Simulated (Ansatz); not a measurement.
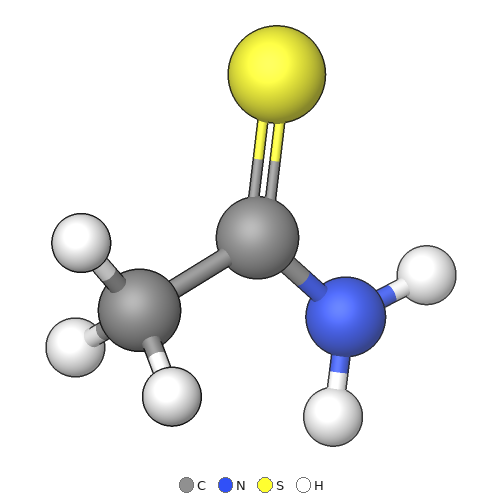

A ball-and-stick model of a molecule.

Computed geometry: PBE0-D4/def2-TZVP optimisation.

What does the picture show?

It has 9 atoms: 2 carbon, 5 hydrogen, 1 nitrogen and 1 sulfur (C₂H₅NS). As SMILES it reads `CC(N)=S`. It has no ring. Coordination: 1 C tetrahedral; 1 C trigonal planar; 1 N trigonal planar.

More results for the same structure follow; atom numbers are the same in all pictures, views and colours differ.

### Electronic properties

Level of theory: RKS PBE0-D4/def2-QZVPP (Ansatz 0.2.0).

> Give the HOMO energy (Kohn–Sham orbital) at this level.

−6.09 eV.

> What is the HOMO–LUMO gap?

5.17 eV.

> Estimate the dispersion correction.

−13.8 kJ/mol.

### Charges

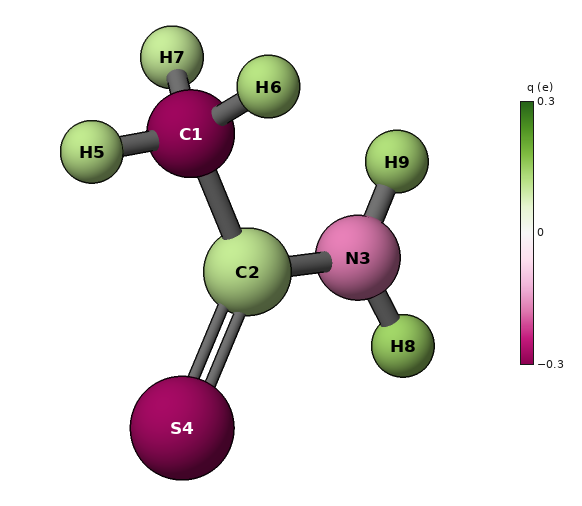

Atoms are coloured by their Mulliken charges. Properties computed with RKS ωB97M-V/def2-TZVPP (Ansatz 0.2.0).

> Which atom carries the highest charge (most positive or least negative)?

H8 (0.15 e).

> And the lowest?

C1 (−0.29 e).

Give the Mulliken charges atom by atom.

```
atom  value (e)
  C1      −0.29
  C2       0.11
  N3      −0.18
  S4      −0.28
  H5       0.11
  H6       0.13
  H7       0.11
  H8       0.15
  H9       0.13
```

### Vibrations

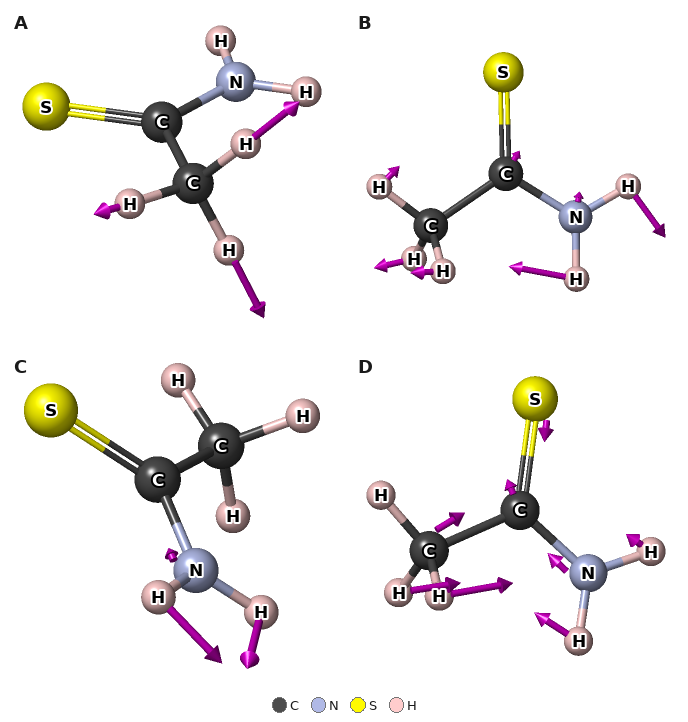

4 normal modes of one molecule or complex, as arrows. Harmonic vibrations computed with RKS PBE0-D4/def2-TZVP (Ansatz 0.2.0) at a stationary point of the same level.

> Match the panels to the wavenumbers 752 cm⁻¹, 998 cm⁻¹, 1639 cm⁻¹, 3044 cm⁻¹.

A: 3044 cm⁻¹, in-phase stretching of 2 C–H bonds
B: 998 cm⁻¹
C: 1639 cm⁻¹
D: 752 cm⁻¹

### Dipole moment

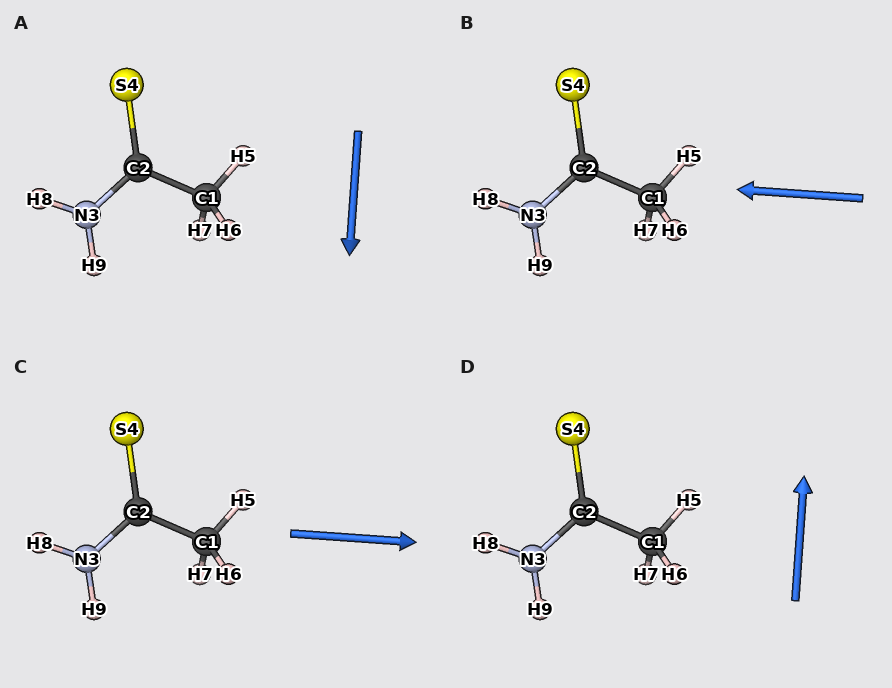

The same molecule four times, each with an arrow. Method: RKS r2SCAN-D4/def2-TZVPP (Ansatz 0.2.0).

> Which arrow points along the dipole moment, from the negative to the positive end?

A. The dipole moment is 4.56 D; it points from the side of S4 to the side of H9 (the outermost atoms at the two ends).

Mulliken values depend strongly on the basis set and can even reverse the polarity of a bond.
